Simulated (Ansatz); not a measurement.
# CCSD/STO-3G run of [SiH5]− (SMILES [H][Si-]([H])([H])([H])[H])

Aim: the vertical ionisation energy of [SiH5]− at CCSD/STO-3G, from 2 runs. 

Program for the calculation: Ansatz 0.2.0.

**1. The system as given**

[SiH5]− has 6 atoms, charge -1, and is taken as a singlet. As SMILES, `[H][Si-]([H])([H])([H])[H]`. The coordinates come from a GFN2-xTB relaxation.

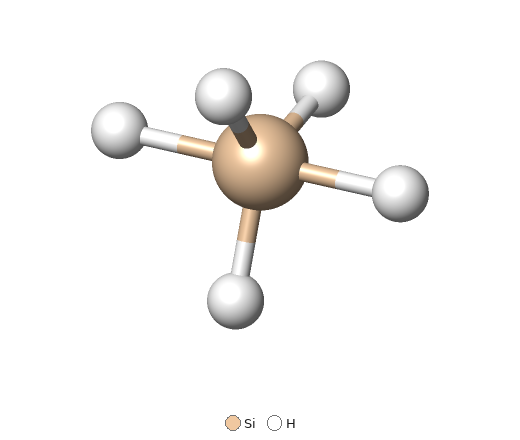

Viewed from a chosen angle; silicon light orange, hydrogen white.

**2. A single-point energy at CCSD/STO-3G**

Contents of job.yaml:

```yaml
crystal:
  periodic: [false, false, false]
  atoms:
    - {symbol: Si, position_ang: [-0.000240, 0.000230, 0.001470]}
    - {symbol: H, position_ang: [-0.019890, -0.007790, 1.639910]}
    - {symbol: H, position_ang: [0.021790, 0.007860, -1.642440]}
    - {symbol: H, position_ang: [1.490630, 0.011850, 0.019200]}
    - {symbol: H, position_ang: [-0.757550, 1.285100, -0.002620]}
    - {symbol: H, position_ang: [-0.734730, -1.297250, -0.015520]}
basis:
  gaussian:
    orbitals: STO-3G
total_charge: -1
correlation:
  method: ccsd
  frozen_orbitals: {H: 0, Si: 5}
accuracy: high
scf:
  omitted_lower_state_checks: [cluster_reference, increment]
```

On the command line:

```console
$ ansatz run job.yaml --threads 1 --pin off --max-ram 2610MiB --events-out events.jsonl --progress --plain --runs-dir runs
```

Standard output, cut to the lines that bear on the results:

```text
Warning: RAYON_NUM_THREADS=1 ignored (pool sized by the plan → 1); use --threads N
Functional definition: HF
  name "HF"
[...]
222 factors; integrals over basis functions are off by at most 1.5e-8 eV
[...]
mean field -7842.39134447 eV, -288.2025661456 hartree, gradient 7.5e-8 eV, S^2 0.000000; 0 other end points of the search recorded, 0 dependent functions left out
5 core orbitals not correlated: weight in the atoms' cores, before any rotation towards them, 0.999 or more for the frozen orbitals, at most 0.000 for the correlated occupied ones
reference -7842.39134447 eV, -288.2025661456 hartree; 5, 5 occupied and 4, 4 virtual orbitals, 222 factors
second order -1.41146705 eV of doubles, -0.00000000 eV of singles
cycle   1  -1.82826818 eV  change   -4.2e-1 eV  update   5.5e-2
[...]
cycle  16  -2.04911526 eV  change   1.0e-10 eV  update  2.6e-10
Total energy: -7844.44045974 eV, -288.2778697426 hartree
Checks for a lower state left out: cluster_reference, increment
```

Run time: 0.1 s. Hardware: 1 thread of Arm Neoverse V1, shared host.

**3. Doublet neutral SiH5**

Contents of in.yaml:

```yaml
crystal:
  periodic: [false, false, false]
  atoms:
    - {symbol: Si, position_ang: [-0.000240, 0.000230, 0.001470]}
    - {symbol: H, position_ang: [-0.019890, -0.007790, 1.639910]}
    - {symbol: H, position_ang: [0.021790, 0.007860, -1.642440]}
    - {symbol: H, position_ang: [1.490630, 0.011850, 0.019200]}
    - {symbol: H, position_ang: [-0.757550, 1.285100, -0.002620]}
    - {symbol: H, position_ang: [-0.734730, -1.297250, -0.015520]}
basis:
  gaussian:
    orbitals: STO-3G
magnetization:
  spin_polarized: true
  initial_magnetization: 1
scf:
  omitted_lower_state_checks: [cluster_reference, increment]
correlation:
  method: ccsd
  frozen_orbitals: {H: 0, Si: 5}
accuracy: high
```

On the command line:

```console
$ ansatz run in.yaml --threads 1 --pin off --max-ram 2610MiB --events-out events.jsonl --progress --plain --runs-dir runs
```

Standard output, cut to the lines that bear on the results:

```text
Warning: RAYON_NUM_THREADS=1 ignored (pool sized by the plan → 1); use --threads N
[... 2 set-up lines as earlier in the session ...]
[...]
222 factors; integrals over basis functions are off by at most 1.5e-8 eV
[...]
mean field -7845.49078755 eV, -288.3164685777 hartree, gradient 1.5e-8 eV, S^2 0.835394; 0 other end points of the search recorded, 0 dependent functions left out
5 core orbitals not correlated: weight in the atoms' cores, before any rotation towards them, 0.999 or more for the frozen orbitals, at most 0.000 for the correlated occupied ones
reference -7845.49078755 eV, -288.3164685777 hartree; 5, 4 occupied and 4, 5 virtual orbitals, 222 factors
second order -1.35588303 eV of doubles, -0.00000000 eV of singles
cycle   1  -1.85683249 eV  change   -5.0e-1 eV  update   6.8e-2
[...]
cycle  20  -2.27100199 eV  change   4.8e-10 eV  update  3.8e-10
Total energy: -7847.76178954 eV, -288.3999263616 hartree
Checks for a lower state left out: cluster_reference, increment
```

Run time: 0.14 s. Hardware: 1 thread of Arm Neoverse V1, shared host.

**4. Summary of results**

At CCSD/STO-3G, 5 core orbitals frozen:

```
                                                         quantity          value
                                    singlet [SiH5]−: total energy  -288.27787 Eh
     singlet [SiH5]−: correlation energy (5 core orbitals frozen)      -75.3 mEh
                                   singlet [SiH5]−: T1 diagnostic          0.007
                               doublet neutral SiH5: total energy  -288.39993 Eh
doublet neutral SiH5: correlation energy (5 core orbitals frozen)      -83.5 mEh
          doublet neutral SiH5: ⟨S²⟩ of the reference determinant          0.835
                              doublet neutral SiH5: T1 diagnostic          0.016
              vertical detachment energy (to the doublet neutral)      -3.321 eV
```

The species is unbound against losing an electron at this level, by 3.32 eV (−77 kcal/mol); missing correlation or diffuse functions can give that sign where the real anion is bound. In a minimal basis such a difference can be off by several eV, whatever the method.
